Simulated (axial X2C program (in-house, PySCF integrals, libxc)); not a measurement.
# ISn: bond curves with and without spin–orbit coupling, part 2 of 2

Computed with an in-house X2C program for linear molecules on PySCF integrals; all-electron X2C, I dyall-cv3z, Sn dyall-cv3z. Earlier steps stand in the parts before.

## 8. The spin-free curves together

Energy (eV) of the followed determinant, spin-free, from each level's lowest point:

```tsv
R (Å)	PBE0	HF	MP2	CCSD	CCSD(T)	PBE50
2.377	0.790	0.961	0.896	n/a	n/a	0.727
2.486	0.314	0.420	0.374	0.391	0.395	0.271
2.568	0.117	0.183	0.152	0.163	0.165	0.089
2.650	0.021	0.051	0.036	0.041	0.042	0.007
2.732	0.000	0.000	0.000	0.000	0.000	0.000
2.828	0.045	0.015	0.033	0.027	0.026	0.060
2.923	0.143	0.088	0.124	0.111	0.109	0.173
3.046	0.320	0.239	0.296	0.276	0.273	0.368
3.196	0.581	0.475	0.559	n/a	n/a	0.650
```

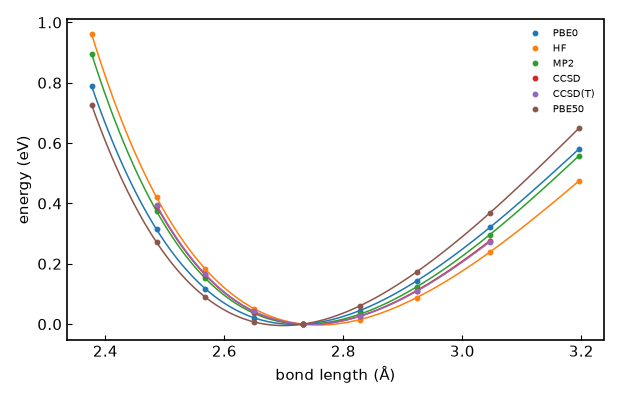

Curves of the followed state, spin-free, each from its own lowest point.

## 9. PBE0, 2c

State followed: Ω = 1/2 (excess of +ω over −ω: ω = 1/2). The scan is laid around 2.732 Å, a first estimate of the minimum, and this SCF restarts from the orbitals of the search.

The SCF at the reference distance of 2.732 Å:

```text
two-component X2C + atomic mean field  PBE0
basis functions 253  fitting functions 1279  grid points 5803
iter        total energy     max residual
   1     -13286.080566367     1.51e-01
   2     -13286.081369052     1.48e-04
   3     -13286.081369143     1.36e-04
   4     -13286.081369441     2.95e-05
   5     -13286.081369453     1.33e-05
   6     -13286.081369456     5.51e-06
converged
one-electron -19256.11761822  Coulomb 5813.70049392  exact exchange -86.01876512  xc functional -263.09282136  nuclear repulsion 513.29414676  atomic mean-field constant -7.84680543
```

Along the bond, energies from the lowest point:

```tsv
R (Å)	E (eV)	μ (D)	HOMO (eV)	LUMO (eV)	iterations
2.377	0.8008	0.21	-4.64	-2.71	23
2.486	0.3219	0.82	-4.79	-2.85	18
2.568	0.1228	1.28	-4.91	-2.96	15
2.650	0.0239	1.74	-5.02	-3.06	13
2.732	0.0000	2.20	-5.13	-3.17	6
2.828	0.0412	2.73	-5.26	-3.29	14
2.923	0.1354	3.26	-5.38	-3.40	13
3.046	0.3069	3.91	-5.53	-3.55	14
3.196	0.5596	4.68	-5.70	-3.71	13
```

Dipoles are positive if Sn is the positive end.

Outer spinors at the reference distance:

| ω | occupied | ε (eV) | atomic character | λ mixture |
| --- | --- | --- | --- | --- |
| 3/2 | yes | -29.59 | 100% Sn d | 84% δ, 16% π |
| 1/2 | yes | -29.54 | 100% Sn d | 61% π, 39% σ |
| -1/2 | yes | -29.51 | 100% Sn d | 55% π, 45% σ |
| -3/2 | yes | -29.47 | 100% Sn d | 78% δ, 22% π |
| -5/2 | yes | -28.56 | 100% Sn d | 100% δ |
| 1/2 | yes | -28.52 | 100% Sn d | 61% σ, 39% π |
| -1/2 | yes | -28.52 | 100% Sn d | 55% σ, 45% π |
| -3/2 | yes | -28.51 | 100% Sn d | 78% π, 22% δ |
| 3/2 | yes | -28.49 | 100% Sn d | 84% π, 16% δ |
| 5/2 | yes | -28.45 | 100% Sn d | 100% δ |
| -1/2 | yes | -18.92 | 83% I s, 7% Sn p, 5% Sn s | 100% σ |
| 1/2 | yes | -18.89 | 84% I s, 7% Sn p, 5% Sn s | 100% σ |
| -1/2 | yes | -12.71 | 73% Sn s, 19% I p, 5% I s | 100% σ |
| 1/2 | yes | -11.97 | 69% Sn s, 24% I p, 4% I s | 100% σ |
| -1/2 | yes | -8.40 | 74% I p, 15% Sn p, 8% Sn s | 53% σ, 47% π |
| 1/2 | yes | -8.38 | 78% I p, 12% Sn p, 7% Sn s | 72% π, 28% σ |
| -1/2 | yes | -7.67 | 71% I p, 20% Sn p, 5% Sn s | 53% π, 47% σ |
| 1/2 | yes | -7.67 | 58% I p, 27% Sn p, 12% Sn s | 72% σ, 28% π |
| -3/2 | yes | -7.42 | 86% I p, 10% Sn p, 3% Sn d | 100% π |
| 3/2 | yes | -7.38 | 89% I p, 7% Sn p, 3% Sn d | 100% π |
| 1/2 | yes | -5.13 | 85% Sn p, 11% I p, 2% I d | 99% π, 1% σ |
| -3/2 | no | -3.17 | 87% Sn p, 9% I p, 2% I d | 100% π |
| -1/2 | no | -2.67 | 90% Sn p, 6% I p, 3% I d | 99% π, 1% σ |
| 3/2 | no | -2.36 | 90% Sn p, 6% I p, 3% I d | 100% π |
| -1/2 | no | -1.18 | 57% Sn p, 15% I p, 12% Sn d | 99% σ, 1% π |

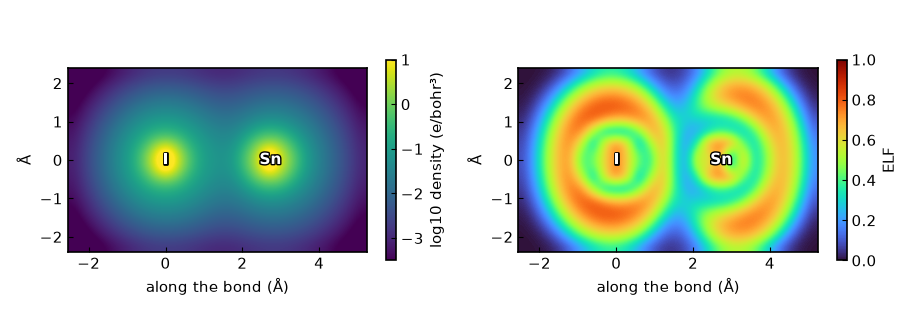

PBE0 fields in a plane through the axis, from a grid of 0.3 Å; I lies at z = 0 and Sn at z = 2.732 Å; the ELF is damped to zero where the density is low.

Re = 2.722 Å, ωe = 194.0 cm⁻¹, ωexe = 0.374 cm⁻¹, Be = 0.0369 cm⁻¹, De = 2.93 eV, μ = 2.15 D.

## 10. HF, 2c

Output at 2.732 Å:

```text
two-component X2C + atomic mean field  HF
basis functions 253  fitting functions 1279  grid points 5803
iter        total energy     max residual
   1     -13281.044843470     4.10e-01
   2     -13281.080776667     7.48e-03
   3     -13281.081883794     1.08e-02
   4     -13281.082059043     2.29e-03
   5     -13281.082089774     5.41e-04
   6     -13281.082096025     5.31e-04
   7     -13281.082097539     1.26e-04
   8     -13281.082098065     9.09e-05
   9     -13281.082098246     7.64e-05
  10     -13281.082098300     2.35e-05
  11     -13281.082098310     9.95e-06
  12     -13281.082098311     4.02e-06
  13     -13281.082098311     1.02e-06
converged
one-electron -19254.05298416  Coulomb 5811.72085463  exact exchange -344.19731011  xc functional 0.00000000  nuclear repulsion 513.29414676  atomic mean-field constant -7.84680543
```

Re = 2.761 Å, ωe = 187.4 cm⁻¹, ωexe = 0.357 cm⁻¹, Be = 0.03586 cm⁻¹, De = 1.59 eV, μ = 2.91 D.

## 11. PBE50, 2c

Output at 2.732 Å:

```text
two-component X2C + atomic mean field  PBE50
basis functions 253  fitting functions 1279  grid points 5803
iter        total energy     max residual
   1     -13286.237861048     1.40e-01
   2     -13286.242443574     2.19e-03
   3     -13286.242508191     5.15e-03
   4     -13286.242565981     5.79e-04
   5     -13286.242567555     2.83e-04
   6     -13286.242568448     6.03e-05
   7     -13286.242568500     2.78e-05
   8     -13286.242568516     1.08e-05
   9     -13286.242568518     4.14e-06
converged
one-electron -19256.43831913  Coulomb 5814.07149044  exact exchange -172.07325384  xc functional -177.24982731  nuclear repulsion 513.29414676  atomic mean-field constant -7.84680543
```

Re = 2.703 Å, ωe = 200.3 cm⁻¹, ωexe = 0.371 cm⁻¹, Be = 0.03743 cm⁻¹, De = 2.80 eV, μ = 2.27 D.

## 12. MP2 and beyond, 2c

Correlated methods: 11 electrons correlated (frozen shells, counted by type: I 4 s, 3 p, 2 d; Sn 4 s, 3 p, 2 d), 307 virtual spinors in MP2, 90 natural virtuals in coupled cluster.

Output of the correlated part at 2.732 Å:

```text
correlated 11  virtual 307  natural virtual 90  E(MP2) -0.201585851  MP2 remainder -0.007156440
iter   CCSD correlation   residual
   1     -0.211356802   1.17e-01
   2     -0.217806505   4.36e-02
   3     -0.218787609   1.67e-02
   4     -0.218840438   6.66e-03
   5     -0.218879829   2.18e-03
   6     -0.218878701   9.64e-04
   7     -0.218879829   3.74e-04
   8     -0.218881687   1.50e-04
   9     -0.218880672   7.90e-05
  10     -0.218880816   4.66e-05
  11     -0.218880558   1.91e-05
  12     -0.218880671   7.18e-06
  13     -0.218880685   2.91e-06
(T) -0.009683136  T1 0.0223  D1 0.0369  max T2 0.064
```

MP2: Re = 2.739 Å, ωe = 195.3 cm⁻¹, Be = 0.03645 cm⁻¹, De = 2.74 eV.

CCSD: Re = 2.747 Å, ωe = 192.6 cm⁻¹, ωexe = 0.361 cm⁻¹, Be = 0.03624 cm⁻¹, De = 2.38 eV. T1 at Re = 0.016 (Lee–Taylor, the printed value over √2).

CCSD(T): Re = 2.748 Å, ωe = 192.3 cm⁻¹, ωexe = 0.362 cm⁻¹, Be = 0.0362 cm⁻¹, De = 2.47 eV. T1 at Re = 0.016 (Lee–Taylor, the printed value over √2).

## 13. A higher determinant, 2c

State: Ω = 3/2 (excess of +ω over −ω: ω = 3/2).

Output at the reference distance:

```text
two-component X2C + atomic mean field  PBE0
basis functions 253  fitting functions 1279  grid points 5803
iter        total energy     max residual
   1     -13286.068170685     1.51e-01
   2     -13286.068973253     1.50e-04
   3     -13286.068973340     1.20e-04
   4     -13286.068973637     2.92e-05
   5     -13286.068973650     1.40e-05
   6     -13286.068973652     4.00e-06
converged
one-electron -19255.76944043  Coulomb 5813.35892213  exact exchange -86.01743695  xc functional -263.08835973  nuclear repulsion 513.29414676  atomic mean-field constant -7.84680543
```

```tsv
R (Å)	E above the lowest PBE0 point (eV)
2.377	1.140
2.486	0.660
2.568	0.461
2.650	0.362
2.732	0.337
2.828	0.378
2.923	0.472
3.046	0.644
3.196	0.897
```

Re = 2.723 Å, ωe = 194.0 cm⁻¹, ωexe = 0.373 cm⁻¹, Be = 0.03689 cm⁻¹, μ = 2.08 D. Te = 0.34 eV.

## 14. The 2c curves together

Energy (eV) of the followed determinant, 2c, from each level's lowest point:

```tsv
R (Å)	PBE0	HF	MP2	CCSD	CCSD(T)	PBE50
2.377	0.801	0.969	0.905	n/a	n/a	0.736
2.486	0.322	0.425	0.381	0.397	0.401	0.278
2.568	0.123	0.186	0.156	0.167	0.169	0.094
2.650	0.024	0.053	0.038	0.043	0.045	0.010
2.732	0.000	0.000	0.000	0.000	0.000	0.000
2.828	0.041	0.013	0.030	0.024	0.023	0.057
2.923	0.135	0.083	0.118	0.106	0.103	0.167
3.046	0.307	0.229	0.287	0.266	0.263	0.357
3.196	0.560	0.459	0.545	n/a	n/a	0.631
```

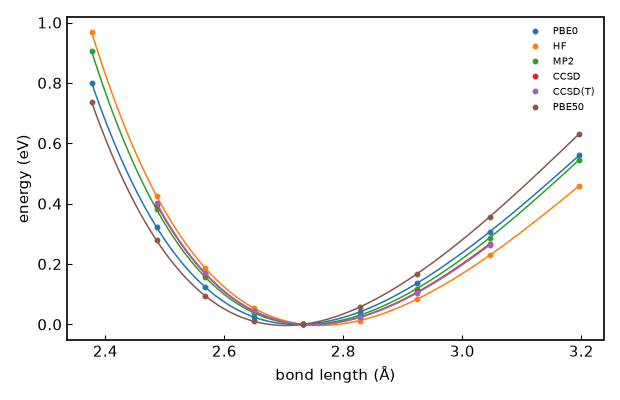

Curves of the followed state, 2c, each from its own lowest point.

The whole job took 3.7 min on 1 thread of Intel Xeon 6975P-C (Granite Rapids), shared host; peak memory 0.81 GiB.

## 15. What came out

This closing draws on all 2 parts.

Lowest determinant that the search found at its distance, spin-free: M_S = 1/2, Λ = 1 (beyond closed shells: π+α).

Lowest determinant that the search found at its distance, 2c: Ω = 1/2 (excess of +ω over −ω: ω = 1/2).

```tsv
Hamiltonian	level	Re (Å)	ωe (cm⁻¹)	De (eV)	μ (D)
spin-free	PBE0	2.718	195.9	3.05	2.19
spin-free	HF	2.758	188.9	1.79	2.93
spin-free	MP2	2.736	196.5	2.89	n/a
spin-free	CCSD	2.744	194.0	2.72	n/a
spin-free	CCSD(T)	2.745	193.7	2.83	n/a
spin-free	PBE50	2.699	201.8	2.94	2.31
2c	PBE0	2.722	194.0	2.93	2.15
2c	HF	2.761	187.4	1.59	2.91
2c	MP2	2.739	195.3	2.74	n/a
2c	CCSD	2.747	192.6	2.38	n/a
2c	CCSD(T)	2.748	192.3	2.47	n/a
2c	PBE50	2.703	200.3	2.80	2.27
```

Dipoles are positive if Sn is the positive end.

Time per point (s) on 1 thread of Intel Xeon 6975P-C (Granite Rapids), shared host (2c runs; CCSD comes with the CCSD(T) run); the times are rough: PBE0 1.9, HF 1.5, MP2 1.8, CCSD(T) 6.2, PBE50 1.9.

At CCSD(T), going from spin-free to two-component changes Re by +3 mÅ, ωe by -0.7 %; the spin-free picture holds up (part of it comes from the scalar share of the two-electron terms). De moves by -0.36 eV; both De rest on single-determinant atoms, which can miss part of an open shell's spin–orbit lowering.

De refers to I + Sn, each in the lowest determinant found, which need not be this curve's own limit. Each curve is one determinant whose occupation by symmetry is held fixed; it was picked as the lowest of a PBE0 search that is not exhaustive. Dissociation energies refer to the lowest single-determinant-based atoms at the same level and basis. Density functionals use the spin component along the axis (collinear). Coupled cluster ran in a truncated set of natural virtual spinors; the MP2 energy of the rest was added. With the outer-core shells frozen, correlated bond lengths of heavy atoms tend to come out a few hundredths of an ångström too long.
